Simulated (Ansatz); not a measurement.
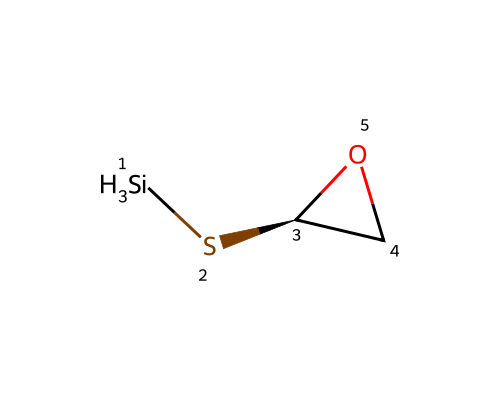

Skeletal drawing with numbered atoms; wedges and dashes mark any stereocentres. The configuration is that of a computed structure (PBE0-D4/def2-TZVP).

### What are the Cahn–Ingold–Prelog descriptors?

C3: R.

### Give a SMILES with the stereochemistry.

[SiH3]S[C@@H]1CO1
